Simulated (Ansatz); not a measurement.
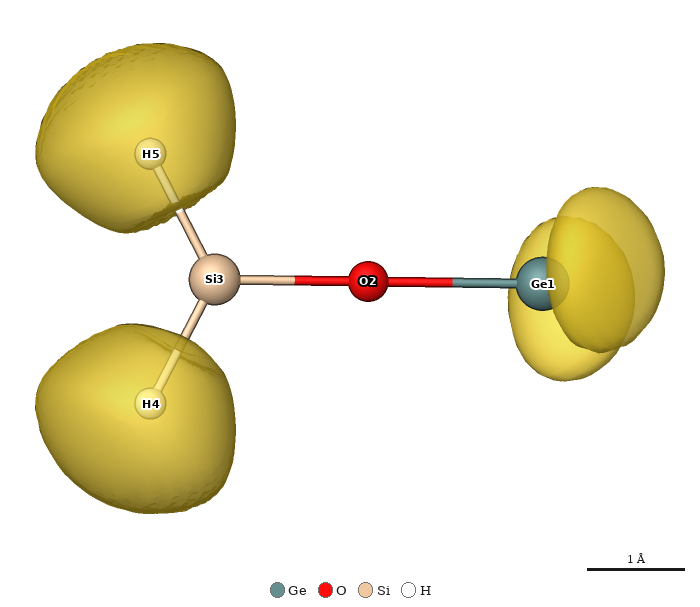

Figure. GeH₂OSi (SMILES [SiH2][O+]=[Ge]) (charge +1, doublet). Isosurface of the ELF at 0.9 (yellow), seen across its widest extent. Only the valence region is drawn (cores and ρ < 0.01 e/Å³ removed).

Geometry: B3LYP/6-31G*.

The calculation used isolated molecule in a Gaussian basis; Kohn-Sham density functional theory, functional PBE0 in Ansatz.

```yaml
atoms:
  - { symbol: Ge, position_ang: [0.6006, 1.7636, -0.6379] }
  - { symbol: O, position_ang: [-0.4985, 0.6917, 0.3490] }
  - { symbol: Si, position_ang: [-1.4668, -0.2517, 1.2188] }
  - { symbol: H, position_ang: [-1.0730, -0.5221, 2.6067] }
  - { symbol: H, position_ang: [-2.6685, -0.7740, 0.5573] }
```

**Where are the electrons localised?**

At this value the surface marks out two regions around hydrogen nuclei and two lobes on Ge, pointing away from the bonds (non-bonding electrons). Profiles from the grid: Si–O (1.61 Å): the ELF peaks at about 0.85 between the atoms, as expected for a polar covalent bond. Ge–O (1.83 Å): the ELF peaks at about 0.85 in the valence shell of O, 0.5 Å from its nucleus, and is about 0.25 at the midpoint.
